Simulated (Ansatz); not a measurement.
## GeH4Cl2: molecular dynamics (part 4 of 4)

Continued. System: GeH4Cl2. Method: RHF/def2-SVP (Ansatz 0.2.0). It belongs to a series of runs on one base structure; here: dynamics from the highest image of the converged band.

Geometry of the input (Å):
```
Ge 0.1705  0.1691  -0.0594
Cl -0.7969  0.6181  2.3645
Cl 1.7208  0.2094  -1.6100
H  -0.8492  1.1613  -0.5433
H  0.0139  -1.2918  0.2556
H  1.3974  0.9327  0.9587
H  0.7746  0.9121  1.5688
```

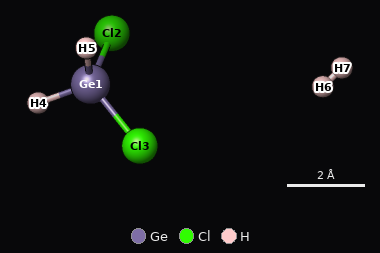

The geometry at step 164 of the log (ball-and-stick view, seen at a tilt; atoms are numbered from 1 in the order of the input).

### Trajectory as extended XYZ, continued
```
7
Properties=species:S:1:pos:R:3:forces:R:3 step=128 time_fs=64.0 energy=-81529.37342 temperature=2610.0
Ge   -0.0136    0.1195    0.0496    0.8191  -2.5881  -4.6475
Cl   -0.5590    0.6299    1.9166   -0.2597   1.6474   3.0722
Cl    1.6791    0.3355   -1.4088    0.0050   0.8641   1.0122
H    -1.0990    0.5312   -0.9398   -0.1564   0.1398   0.3950
H     0.2637   -1.3745    0.1673   -0.3949  -0.0612   0.1824
H     4.2532    0.6628    1.5123    0.0594  -0.1158   1.8636
H     4.2855    0.6155    2.3146   -0.0726   0.1138  -1.8778
7
Properties=species:S:1:pos:R:3:forces:R:3 step=131 time_fs=65.5 energy=-81529.39803 temperature=2646.2
Ge   -0.0230    0.1145    0.0473    0.9259  -2.8022  -5.0179
Cl   -0.5427    0.6343    1.9022   -0.3607   1.7906   3.4938
Cl    1.6763    0.3430   -1.3911    0.0166   0.8830   0.9643
H    -1.1161    0.4856   -0.9438   -0.2067   0.2365   0.3391
H     0.2473   -1.3804    0.1497   -0.3626  -0.1061   0.2337
H     4.3577    0.6664    1.5641    0.0706  -0.0911   1.2174
H     4.4121    0.6117    2.3426   -0.0830   0.0892  -1.2304
7
Properties=species:S:1:pos:R:3:forces:R:3 step=134 time_fs=67.0 energy=-81529.40915 temperature=2662.9
Ge   -0.0321    0.1086    0.0434    0.9682  -2.9812  -5.2507
Cl   -0.5266    0.6397    1.8899   -0.4184   1.9101   3.8223
Cl    1.6736    0.3510   -1.3729    0.0138   0.8832   0.9173
H    -1.1375    0.4451   -0.9404   -0.2400   0.3243   0.2622
H     0.2232   -1.3886    0.1371   -0.3125  -0.1349   0.2605
H     4.4633    0.6684    1.6387   -0.1566   0.1091  -1.3743
H     4.5374    0.6096    2.3476    0.1454  -0.1106   1.3628
7
Properties=species:S:1:pos:R:3:forces:R:3 step=138 time_fs=69.0 energy=-81529.46761 temperature=2753.0
Ge   -0.0437    0.0994    0.0358    0.8812  -3.1546  -5.3246
Cl   -0.5056    0.6487    1.8772   -0.4224   2.0130   4.0624
Cl    1.6699    0.3625   -1.3477   -0.0033   0.8541   0.8495
H    -1.1741    0.4022   -0.9274   -0.2172   0.4084   0.1691
H     0.1808   -1.4040    0.1289   -0.2288  -0.1197   0.2532
H     4.5982    0.6749    1.6928   -0.1978   0.1169  -1.1882
H     4.7098    0.6028    2.3992    0.1882  -0.1182   1.1786
7
Properties=species:S:1:pos:R:3:forces:R:3 step=141 time_fs=70.5 energy=-81529.52900 temperature=2849.2
Ge   -0.0521    0.0914    0.0282    0.6938  -3.2221  -5.1931
Cl   -0.4901    0.6569    1.8706   -0.3729   2.0355   4.0696
Cl    1.6671    0.3717   -1.3282   -0.0179   0.8127   0.7905
H    -1.2069    0.3801   -0.9132   -0.1348   0.4389   0.1251
H     0.1430   -1.4185    0.1292   -0.1598  -0.0639   0.2163
H     4.6948    0.6826    1.7023    0.2451  -0.1532   1.3039
H     4.8435    0.5948    2.4688   -0.2536   0.1521  -1.3123
7
Properties=species:S:1:pos:R:3:forces:R:3 step=144 time_fs=72.0 energy=-81529.59623 temperature=2954.6
Ge   -0.0604    0.0824    0.0191    0.4153  -3.2179  -4.8962
Cl   -0.4749    0.6664    1.8664   -0.2861   2.0046   3.9254
Cl    1.6644    0.3814   -1.3083   -0.0268   0.7582   0.7213
H    -1.2426    0.3674   -0.8962   -0.0067   0.4415   0.0994
H     0.1019   -1.4344    0.1341   -0.0885   0.0146   0.1571
H     4.7961    0.6874    1.7363    0.3973  -0.2268   1.7804
H     4.9723    0.5898    2.5136   -0.4045   0.2259  -1.7874
7
Properties=species:S:1:pos:R:3:forces:R:3 step=148 time_fs=74.0 energy=-81529.79076 temperature=3252.2
Ge   -0.0711    0.0690    0.0047   -0.0371  -3.0713  -4.2463
Cl   -0.4548    0.6809    1.8645   -0.1316   1.8783   3.5213
Cl    1.6606    0.3951   -1.2809   -0.0177   0.6729   0.6098
H    -1.2898    0.3652   -0.8704    0.1853   0.4093   0.0649
H     0.0443   -1.4548    0.1455    0.0063   0.1115   0.0554
H     4.9421    0.6875    1.8309   -0.2405   0.1192  -0.8578
H     5.1329    0.5893    2.5240    0.2352  -0.1198   0.8528
7
Properties=species:S:1:pos:R:3:forces:R:3 step=151 time_fs=75.5 energy=-81529.86558 temperature=3371.7
Ge   -0.0792    0.0578   -0.0076   -0.3796  -2.8429  -3.5915
Cl   -0.4398    0.6931    1.8657   -0.0033   1.7242   3.0929
Cl    1.6578    0.4059   -1.2600    0.0116   0.6052   0.5115
H    -1.3210    0.3738   -0.8494    0.3023   0.3671   0.0176
H     0.0010   -1.4675    0.1557    0.0732   0.1469  -0.0266
H     5.0473    0.6896    1.8883   -0.6892   0.3333  -2.1443
H     5.2575    0.5869    2.5451    0.6850  -0.3338   2.1404
7
Properties=species:S:1:pos:R:3:forces:R:3 step=154 time_fs=77.0 energy=-81530.03523 temperature=3630.1
Ge   -0.0874    0.0458   -0.0210   -0.6796  -2.5162  -2.8351
Cl   -0.4248    0.7064    1.8687    0.1217   1.5270   2.5935
Cl    1.6550    0.4170   -1.2388    0.0615   0.5382   0.4032
H    -1.3458    0.3903   -0.8280    0.3686   0.3168  -0.0552
H    -0.0406   -1.4771    0.1653    0.1312   0.1346  -0.1033
H     5.1401    0.6977    1.9065    0.0761  -0.0382   0.2157
H     5.3944    0.5785    2.6053   -0.0795   0.0379  -0.2188
7
Properties=species:S:1:pos:R:3:forces:R:3 step=157 time_fs=78.5 energy=-81530.08671 temperature=3713.3
Ge   -0.0958    0.0331   -0.0352   -0.9103  -2.1086  -2.0290
Cl   -0.4098    0.7206    1.8734    0.2325   1.2957   2.0569
Cl    1.6523    0.4285   -1.2173    0.1295   0.4738   0.2895
H    -1.3627    0.4137   -0.8078    0.3762   0.2636  -0.1476
H    -0.0795   -1.4840    0.1727    0.1748   0.0757  -0.1672
H     5.2341    0.7053    1.9274    0.6885  -0.3150   1.7150
H     5.5301    0.5707    2.6628   -0.6912   0.3147  -1.7175
7
Properties=species:S:1:pos:R:3:forces:R:3 step=161 time_fs=80.5 energy=-81530.25871 temperature=3976.1
Ge   -0.1075    0.0151   -0.0551   -1.1001  -1.4895  -0.9688
Cl   -0.3895    0.7408    1.8814    0.3446   0.9511   1.3330
Cl    1.6487    0.4442   -1.1884    0.2399   0.3934   0.1385
H    -1.3730    0.4534   -0.7862    0.3133   0.1902  -0.2748
H    -0.1254   -1.4909    0.1769    0.2041  -0.0451  -0.2263
H     5.3802    0.7058    2.0066    0.2109  -0.0938   0.4670
H     5.6901    0.5697    2.6881   -0.2127   0.0936  -0.4686
7
Properties=species:S:1:pos:R:3:forces:R:3 step=164 time_fs=82.0 energy=-81530.28130 temperature=4014.2
Ge   -0.1166    0.0011   -0.0703   -1.1725  -1.0129  -0.2429
Cl   -0.3741    0.7566    1.8885    0.3960   0.6775   0.8109
Cl    1.6462    0.4563   -1.1666    0.3308   0.3370   0.0325
H    -1.3726    0.4882   -0.7766    0.2438   0.1280  -0.3473
H    -0.1548   -1.4970    0.1744    0.2033  -0.1295  -0.2521
H     5.4954    0.7037    2.0794   -0.9387   0.4008  -1.8633
H     5.8044    0.5715    2.6936    0.9374  -0.4009   1.8622
7
Properties=species:S:1:pos:R:3:forces:R:3 step=167 time_fs=83.5 energy=-81530.35729 temperature=4129.1
Ge   -0.1260   -0.0132   -0.0856   -1.2105  -0.5591   0.3884
Cl   -0.3584    0.7729    1.8960    0.4174   0.4004   0.3219
Cl    1.6439    0.4686   -1.1448    0.4221   0.2829  -0.0624
H    -1.3670    0.5257   -0.7745    0.1859   0.0512  -0.3811
H    -0.1799   -1.5058    0.1666    0.1861  -0.1753  -0.2660
H     5.5932    0.7089    2.1182   -0.5810   0.2419  -1.0399
H     5.9361    0.5659    2.7332    0.5800  -0.2420   1.0391
7
Properties=species:S:1:pos:R:3:forces:R:3 step=170 time_fs=85.0 energy=-81530.37213 temperature=4153.3
Ge   -0.1358   -0.0277   -0.1009   -1.2282  -0.1448   0.9087
Cl   -0.3425    0.7893    1.9038    0.4100   0.1277  -0.1258
Cl    1.6419    0.4810   -1.1230    0.5070   0.2298  -0.1425
H    -1.3574    0.5642   -0.7805    0.1546  -0.0462  -0.3688
H    -0.2009   -1.5182    0.1530    0.1575  -0.1664  -0.2709
H     5.6800    0.7188    2.1364    0.6775  -0.2776   1.1181
H     6.0788    0.5557    2.7931   -0.6783   0.2776  -1.1186
7
Properties=species:S:1:pos:R:3:forces:R:3 step=174 time_fs=87.0 energy=-81530.36549 temperature=4143.5
Ge   -0.1495   -0.0471   -0.1207   -1.2112   0.3423   1.4276
Cl   -0.3208    0.8114    1.9139    0.3598  -0.2178  -0.6506
Cl    1.6397    0.4979   -1.0941    0.5990   0.1575  -0.2221
H    -1.3393    0.6136   -0.8005    0.1423  -0.2007  -0.2919
H    -0.2238   -1.5401    0.1259    0.1106  -0.0813  -0.2626
H     5.8176    0.7231    2.1961    0.8180  -0.3281   1.2244
H     6.2471    0.5509    2.8378   -0.8186   0.3281  -1.2247
7
Properties=species:S:1:pos:R:3:forces:R:3 step=177 time_fs=88.5 energy=-81530.36919 temperature=4147.0
Ge   -0.1602   -0.0615   -0.1351   -1.1435   0.6667   1.7001
Cl   -0.3043    0.8278    1.9211    0.2973  -0.4566  -0.9881
Cl    1.6384    0.5106   -1.0726    0.6456   0.1002  -0.2604
H    -1.3222    0.6459   -0.8230    0.1265  -0.3145  -0.2105
H    -0.2381   -1.5588    0.0990    0.0746   0.0043  -0.2410
H     5.9397    0.7187    2.2698   -0.5094   0.2007  -0.7007
H     6.3544    0.5550    2.8423    0.5089  -0.2007   0.7006
7
Properties=species:S:1:pos:R:3:forces:R:3 step=180 time_fs=90.0 energy=-81530.28528 temperature=4021.1
Ge   -0.1712   -0.0757   -0.1490   -1.0086   0.9639   1.8930
Cl   -0.2877    0.8440    1.9277    0.2185  -0.6744  -1.2784
Cl    1.6376    0.5234   -1.0513    0.6689   0.0392  -0.2815
H    -1.3024    0.6715   -0.8501    0.0803  -0.4030  -0.1304
H    -0.2509   -1.5774    0.0668    0.0413   0.0743  -0.2025
H     6.0513    0.7183    2.3296   -1.3755   0.5335  -1.7336
H     6.4722    0.5550    2.8608    1.3751  -0.5335   1.7335
7
Properties=species:S:1:pos:R:3:forces:R:3 step=184 time_fs=92.0 energy=-81530.24920 temperature=3962.4
Ge   -0.1863   -0.0942   -0.1667   -0.7162   1.3241   2.0597
Cl   -0.2652    0.8648    1.9353    0.0957  -0.9296  -1.5967
Cl    1.6371    0.5405   -1.0230    0.6594  -0.0487  -0.2867
H    -1.2737    0.6921   -0.8903   -0.0432  -0.4531  -0.0511
H    -0.2665   -1.5996    0.0175    0.0047   0.1074  -0.1252
H     6.1656    0.7313    2.3656    0.6583  -0.2510   0.7471
H     6.6638    0.5416    2.9291   -0.6587   0.2509  -0.7471
7
Properties=species:S:1:pos:R:3:forces:R:3 step=187 time_fs=93.5 energy=-81530.13586 temperature=3789.6
Ge   -0.1979   -0.1076   -0.1792   -0.4284   1.5661   2.1372
Cl   -0.2484    0.8798    1.9398   -0.0050  -1.0945  -1.7884
Cl    1.6372    0.5533   -1.0021    0.6194  -0.1196  -0.2777
H    -1.2531    0.6963   -0.9220   -0.1714  -0.4344  -0.0188
H    -0.2780   -1.6137   -0.0228   -0.0142   0.0824  -0.0524
H     6.2613    0.7373    2.4033    1.2762  -0.4810   1.3500
H     6.7976    0.5353    2.9696   -1.2767   0.4810  -1.3501
7
Properties=species:S:1:pos:R:3:forces:R:3 step=190 time_fs=95.0 energy=-81530.11458 temperature=3753.3
Ge   -0.2096   -0.1206   -0.1911   -0.1125   1.7806   2.1834
Cl   -0.2315    0.8941    1.9433   -0.1097  -1.2376  -1.9443
Cl    1.6377    0.5660   -0.9813    0.5499  -0.1943  -0.2619
H    -1.2361    0.6911   -0.9541   -0.3036  -0.3795  -0.0033
H    -0.2899   -1.6260   -0.0643   -0.0237   0.0308   0.0262
H     6.3820    0.7338    2.4676    0.3618  -0.1351   0.3582
H     6.9063    0.5384    2.9835   -0.3621   0.1351  -0.3582
7
Properties=species:S:1:pos:R:3:forces:R:3 step=193 time_fs=96.5 energy=-81529.98844 temperature=3561.2
Ge   -0.2214   -0.1330   -0.2024    0.1950   1.9640   2.1974
Cl   -0.2146    0.9077    1.9455   -0.2155  -1.3601  -2.0685
Cl    1.6385    0.5786   -0.9607    0.4515  -0.2718  -0.2441
H    -1.2256    0.6779   -0.9862   -0.4082  -0.3108   0.0112
H    -0.3022   -1.6377   -0.1052   -0.0224  -0.0212   0.1041
H     6.5085    0.7282    2.5380   -1.5170   0.5584  -1.3715
H     7.0092    0.5437    2.9913    1.5166  -0.5584   1.3715
7
Properties=species:S:1:pos:R:3:forces:R:3 step=197 time_fs=98.5 energy=-81529.92199 temperature=3454.8
Ge   -0.2370   -0.1486   -0.2163    0.5372   2.1575   2.1574
Cl   -0.1924    0.9245    1.9465   -0.3553  -1.4938  -2.1904
Cl    1.6400    0.5951   -0.9334    0.2789  -0.3777  -0.2257
H    -1.2254    0.6499   -1.0286   -0.4581  -0.2376   0.0598
H    -0.3193   -1.6541   -0.1559   -0.0023  -0.0483   0.1989
H     6.6339    0.7365    2.5935   -0.1817   0.0655  -0.1442
H     7.1896    0.5349    3.0402    0.1813  -0.0655   0.1442
7
Properties=species:S:1:pos:R:3:forces:R:3 step=200 time_fs=100.0 energy=-81529.79028 temperature=3254.4
Ge   -0.2485   -0.1596   -0.2260    0.7253   2.2645   2.0850
Cl   -0.1760    0.9360    1.9458   -0.4574  -1.5735  -2.2521
Cl    1.6413    0.6072   -0.9132    0.1240  -0.4578  -0.2217
H    -1.2366    0.6229   -1.0589   -0.4166  -0.2092   0.1285
H    -0.3322   -1.6675   -0.1892    0.0251  -0.0240   0.2603
H     6.7181    0.7463    2.6265    1.3557  -0.4876   1.0106
H     7.3347    0.5248    3.0854   -1.3561   0.4875  -1.0106
```

### Results in brief

- outcome: finished
- mean temperature over the second half: 3297 K
- trajectory: 200 steps, 100 fs
- ensemble: nve
- temperature in the input: 300.0 K
- time step: 0.5 fs
- potential energy (last step): −81529.7903 eV
- mean-field energy (last step): −81529.7903 eV
- largest force (length of the vector) (last step): 3.162 eV/Å
- wall time: 6.3 min
- peak memory: 0.17 GiB

### Notes

So short a trajectory is not equilibrated.
